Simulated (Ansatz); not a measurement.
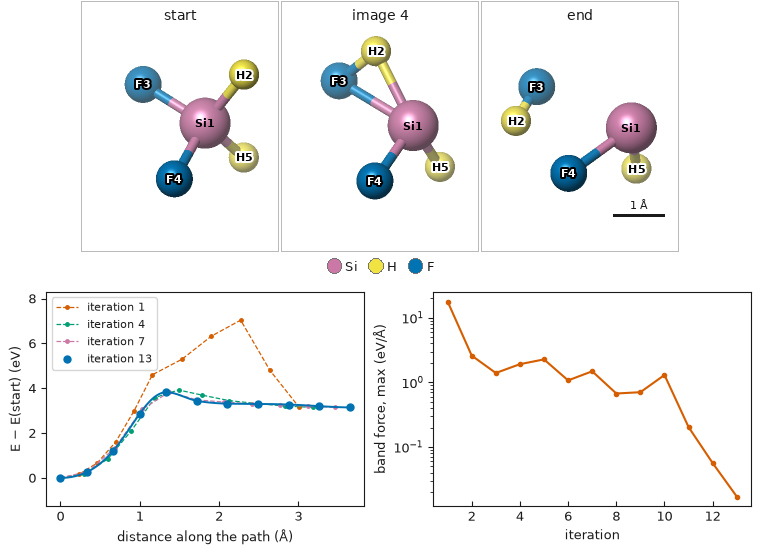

A search for the minimum-energy path of SiH$_{2}$F$_{2}$ by the nudged elastic band. Images are numbered from 0 (start) to 10 (end). The plot follows the band through its iterations. A ball-and-stick model, seen from a free direction.

Method: Ansatz, RKS CAM-B3LYP/def2-SVP. Settings: 9 movable images; climbing image; force threshold 0.03 eV/Å; iteration limit 60; starting path through a guess of the saddle point.

### Judge this run.

The result is final at these settings. The band converged in 13 iterations. The largest component of the band force went from 18 to 0.017 eV/Å. The climbing image converged on the top of the path. Its vibrational analysis gives one imaginary mode (1277i cm⁻¹), as a transition state must have. The first iteration put the highest image at 7.04 eV. The energy climbs by 3.82 eV to image 4 and then falls by 0.68 eV, so the end point sits at +3.15 eV.

The run took 2.6 min on 1 thread of Arm Neoverse V1, with other jobs on the host, peak memory 0.11 GiB.
